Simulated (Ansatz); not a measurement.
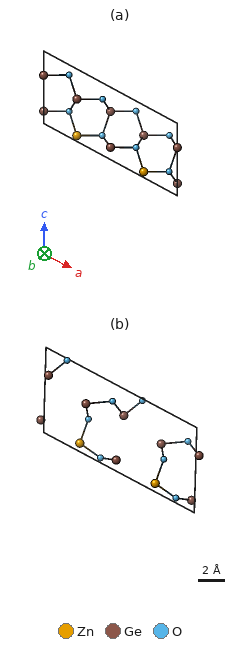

The structure of a crystal of ZnGe3O4 (built on the MgZn3O4-8 type type) before (top) and after (bottom) a relaxation, at one scale.

The picture is a ball-and-stick view of the conventional cell (2 times the calculation's cell), seen along the b axis. Lengths and directions refer to the drawn axes.

Method: Ansatz 0.2.0, DFT, PBEsol, plane waves, PAW.

The input:
```yaml
crystal:
  lattice:
    - [5.85828966, -1.61629644, 0.0]
    - [5.85828966, 1.61629644, 0.0]
    - [-2.65325194, 0.0, 4.90643318]
  atoms:
    - { symbol: Zn, position: [0.25131619, 0.25131619, 0.91995415] }
    - { symbol: Ge, position: [0.75063095, 0.75063095, 0.41572154] }
    - { symbol: Ge, position: [0.49926681, 0.49926681, 0.830192] }
    - { symbol: Ge, position: [0.99983608, 0.99983608, 0.33513509] }
    - { symbol: O, position: [0.06136172, 0.06136172, 0.72887431] }
    - { symbol: O, position: [0.55849377, 0.55849377, 0.22510758] }
    - { symbol: O, position: [0.8087079, 0.8087079, 0.14001681] }
    - { symbol: O, position: [0.30834559, 0.30834559, 0.64291554] }
kpoints:
  mp_grid: { grid: [8, 8, 4] }
hamiltonian:
  xc: pbesol
scf:
  occupations: { method: fermi_dirac, width: 0.03 }
relax:
  f_tol: 0.01
  cell: {}
  max_steps: 120
```

Launched with:
```bash
ansatz run input.yaml --threads 4 --pin off --max-ram 4608MiB --backend cpu --events-out ev --progress --plain --runs-dir out
```

Question: Describe what moved and what it gained.

Answer: O5 moves most relative to the cell: 1.27 Å along [−1 0 −3]. By element the largest moves are O 1.27 Å, Ge 0.29 Å, Zn 0.21 Å. Cell: a 11.717 → 13.163 Å (+12.3 %), b 3.233 → 3.024 Å (−6.4 %), c 5.578 → 6.555 Å (+17.5 %), β 118.4° → 116.4°. Volume +25.8 %. Among the contacts that change: Ge4–O5 1.959 → 3.726 Å, Ge3–O8 1.968 → 3.669 Å, Ge2–O7 1.955 → 3.639 Å, Ge4–O7 1.970 → 1.840 Å. Bonds break, among them: Ge2–O7 (1.96 → 3.64 Å), Ge3–O8 (1.97 → 3.67 Å), Ge4–O5 (1.96 → 3.73 Å). Among the angles between lasting bonds that change: O5–Ge3–O6 109.9° → 86.8°, O6–Ge2–O8 107.5° → 87.5°, O6–Ge4–O7 107.6° → 89.8°. The space group stays Cm (No. 8). After 23 accepted moves (27 points after the start) the energy has fallen by 786 meV per atom. The largest force component goes from 1.3 to 0.0016 eV/Å. The pressure goes from 40.22 to 0.00 GPa. At 4 points the geometry stayed and the basis and grid were re-selected for the new cell (energy shift of 28.6 meV per atom at most each time).
